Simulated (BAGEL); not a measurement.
# HF/STO-3G (density fitting with qzvpp-jkfit) run of GeClF (SMILES [F][Ge][Cl])

What is the vertical singlet–triplet gap of GeClF at HF/STO-3G (density fitting with qzvpp-jkfit)? 

The results are computed with BAGEL 1.2.2.

5 further runs of the same task are left out: 2 that didn't finish, 3 set aside as unsound or not needed. Runs told in other sessions of the task aren't counted.

## (1) The structure to begin with

GeClF: 3 atoms, total charge 0, spin state singlet. As SMILES, `[F][Ge][Cl]`. The shape is that of a PBE0-D4/def2-TZVP optimisation.

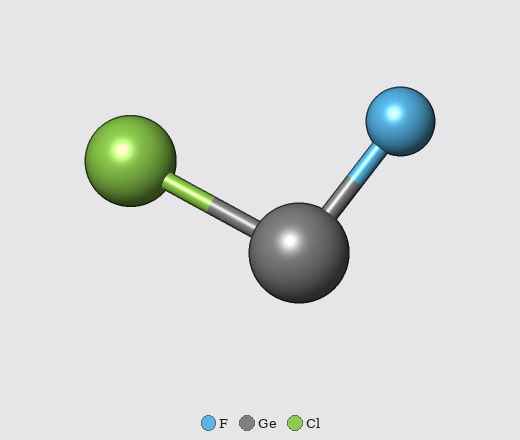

Viewed from a chosen angle; fluorine blue, germanium grey, chlorine green.

## (2) A single-point energy at HF/STO-3G (density fitting with qzvpp-jkfit)

Contents of input.json:

```json
{ "bagel" : [

{
  "title" : "molecule",
  "basis" : "sto-3g",
  "df_basis" : "qzvpp-jkfit",
  "angstrom" : "true",
  "geometry" : [
    { "atom" : "F", "xyz" : [    0.110400,    1.418700,    0.206200 ] },
    { "atom" : "Ge", "xyz" : [   -0.762800,    0.035600,   -0.410300 ] },
    { "atom" : "Cl", "xyz" : [    0.641600,   -1.519100,    0.191000 ] }
  ]
},
{
  "title" : "hf"
},
{
  "title" : "print",
  "file" : "orbitals.molden",
  "orbitals" : "true"
}

]}
```

Started as:

```sh
$ BAGEL_NUM_THREADS=1 BAGEL input.json > input.out
```

What it wrote:

```text
* using 1 threads per process

  ===============================================================
  ===============================================================

  *** Geometry ***

  { "atom" : "F", "xyz" : [      0.208626,      2.680954,      0.389662 ] },
  { "atom" : "Ge", "xyz" : [     -1.441483,      0.067274,     -0.775355 ] },
  { "atom" : "Cl", "xyz" : [      1.212448,     -2.870683,      0.360938 ] },

  Number of auxiliary basis functions:      471

  Since a DF basis is specified, we compute 2- and 3-index integrals:
    o Being stored without compression. Storage requirement is 0.004 GB

  Number of basis functions:       32
  Number of electrons      :       58

    * METHOD: MOLECULE                             0.12

  *** RHF ***

  === Nuclear Repulsion ===
   246.3773519347

      * DIIS with orbital gradients will be used.

  === RHF iteration (sto-3g) ===
      0      -2604.33365072          0.01271688           0.02
      1      -2604.40564217          0.00550108           0.02
      2      -2604.41521762          0.00088421           0.02
      3      -2604.41585829          0.00035506           0.02
      4      -2604.41598795          0.00008262           0.02
      5      -2604.41599396          0.00001770           0.02
      6      -2604.41599425          0.00000335           0.02
      7      -2604.41599426          0.00000079           0.02
      8      -2604.41599426          0.00000026           0.02
      9      -2604.41599426          0.00000006           0.02
     10      -2604.41599426          0.00000002           0.02
     11      -2604.41599426          0.00000001           0.02
    * SCF iteration converged.

    * Permanent dipole moment:
           (    0.792455,    -0.673576,     0.360326) a.u.

    * METHOD: HF                                   0.33

    * METHOD: PRINT                                0.00

  ===============================================================
```

Run time: 0.58 s. Hardware: 1 thread of Arm Neoverse V2, shared host.

## (3) The triplet

Contents of job.json:

```json
{ "bagel" : [

{
  "title" : "molecule",
  "basis" : "sto-3g",
  "df_basis" : "qzvpp-jkfit",
  "angstrom" : true,
  "geometry" : [
    { "atom" : "F", "xyz" : [    0.110400,    1.418700,    0.206200 ] },
    { "atom" : "Ge", "xyz" : [   -0.762800,    0.035600,   -0.410300 ] },
    { "atom" : "Cl", "xyz" : [    0.641600,   -1.519100,    0.191000 ] }
  ]
},
{ "title" : "uhf", "nopen" : 2 },
{ "title" : "print", "file" : "orbitals.molden", "orbitals" : true }

]}
```

Started as:

```sh
$ BAGEL_NUM_THREADS=1 BAGEL job.json > job.out
```

What it wrote:

```text
* using 1 threads per process

  ===============================================================
  ===============================================================

  *** Geometry ***

  { "atom" : "F", "xyz" : [      0.208626,      2.680954,      0.389662 ] },
  { "atom" : "Ge", "xyz" : [     -1.441483,      0.067274,     -0.775355 ] },
  { "atom" : "Cl", "xyz" : [      1.212448,     -2.870683,      0.360938 ] },

  Number of auxiliary basis functions:      471

  Since a DF basis is specified, we compute 2- and 3-index integrals:
    o Being stored without compression. Storage requirement is 0.004 GB

  Number of basis functions:       32
  Number of electrons      :       58

    * METHOD: MOLECULE                             0.12

  *** Open-shell HF ***

  === Nuclear Repulsion ===
   246.3773519347

      * DIIS with orbital gradients will be used.

  === UHF iteration (sto-3g) ===
      0      -2604.26940893          0.02035783           0.04
      1      -2604.32922630          0.00594601           0.04
      2      -2604.33493616          0.00209577           0.04
      3      -2604.33585075          0.00090568           0.04
      4      -2604.33632536          0.00023617           0.04
      5      -2604.33639243          0.00011306           0.04
      6      -2604.33641618          0.00005508           0.04
      7      -2604.33642140          0.00003351           0.04
      8      -2604.33642409          0.00002206           0.04
      9      -2604.33642543          0.00000861           0.04
     10      -2604.33642553          0.00000387           0.04
     11      -2604.33642555          0.00000258           0.04
     12      -2604.33642556          0.00000106           0.04
     13      -2604.33642556          0.00000025           0.04
     14      -2604.33642556          0.00000012           0.04
     15      -2604.33642556          0.00000008           0.04
     16      -2604.33642556          0.00000004           0.05
     17      -2604.33642556          0.00000001           0.05
     18      -2604.33642556          0.00000000           0.04
    * SCF iteration converged.

    * S^2 (UHF) is 2.0102

    * Permanent dipole moment:
           (    1.273815,    -0.517812,     0.637532) a.u.

    * METHOD: UHF                                  0.90

    * METHOD: PRINT                                0.00

  ===============================================================
```

It took 1.1 s on 1 thread of Arm Neoverse V2, shared host.

## (4) Results

Level: HF/STO-3G (density fitting with qzvpp-jkfit).

```
                                        quantity           value
                           singlet: total energy  -2604.41599 Eh
                          singlet: dipole moment          2.80 D
                            singlet: HOMO energy        -7.78 eV
                            singlet: LUMO energy         3.87 eV
                          singlet: HOMO–LUMO gap        11.64 eV
                           triplet: total energy  -2604.33643 Eh
                          triplet: dipole moment          3.85 D
                                   triplet: ⟨S²⟩           2.010
vertical energy of the triplet above the singlet        2.165 eV
```

What this shows: At this shape the triplet lies 2.17 eV (50 kcal/mol) above the singlet. In a minimal basis such a difference can be off by several eV, whatever the method.
